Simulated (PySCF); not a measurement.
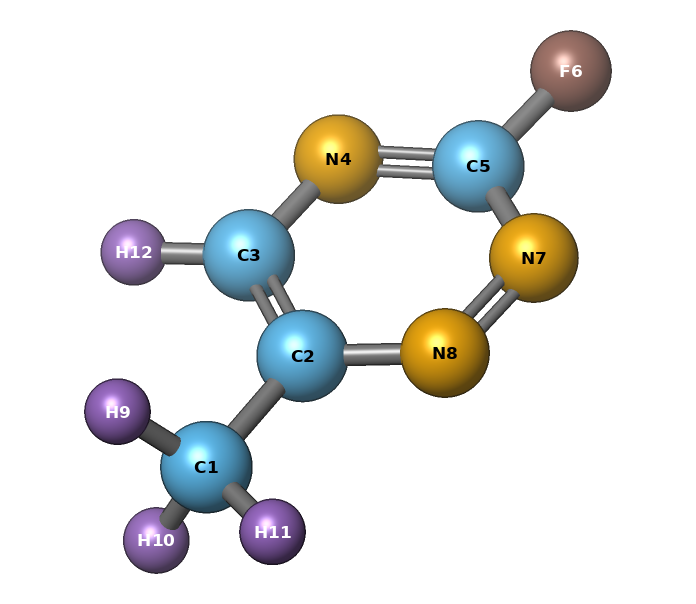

The geometry was computed by an optimisation with GFN2-xTB. No frequency run is at hand to confirm it as a minimum. Method: B3LYP/pcJ-1 indirect spin-spin coupling, non-relativistic, gas phase (PySCF 2.14.0). Isotopes: 13C, 19F, 1H, 15N.

Give the spin–spin coupling constants of these pairs, with the number of bonds between them: C3/N4, C5/N7, C1/N8, C2/N7, C2/N4, N4/F6, C5/N8, C3/F6, C3/N7, N4/N8, N8/H9, N8/H10.

```json
{"pair": "C3, N4", "bonds apart": "1", "J (Hz)": "−0.9"}
{"pair": "C5, N7", "bonds apart": "1", "J (Hz)": "2.7"}
{"pair": "C1, N8", "bonds apart": "2", "J (Hz)": "−12.5"}
{"pair": "C2, N7", "bonds apart": "2", "J (Hz)": "4.8"}
{"pair": "C2, N4", "bonds apart": "2", "J (Hz)": "1.1"}
{"pair": "N4, F6", "bonds apart": "2", "J (Hz)": "−46.3"}
{"pair": "C5, N8", "bonds apart": "2", "J (Hz)": "6.4"}
{"pair": "C3, F6", "bonds apart": "3", "J (Hz)": "6.5"}
{"pair": "C3, N7", "bonds apart": "3", "J (Hz)": "−5.5"}
{"pair": "N4, N8", "bonds apart": "3", "J (Hz)": "2.8"}
{"pair": "N8, H9", "bonds apart": "3", "J (Hz)": "−2.8"}
{"pair": "N8, H10", "bonds apart": "3", "J (Hz)": "−2.8"}
```

Density functionals are unreliable for couplings to fluorine, so those rows may be far off.
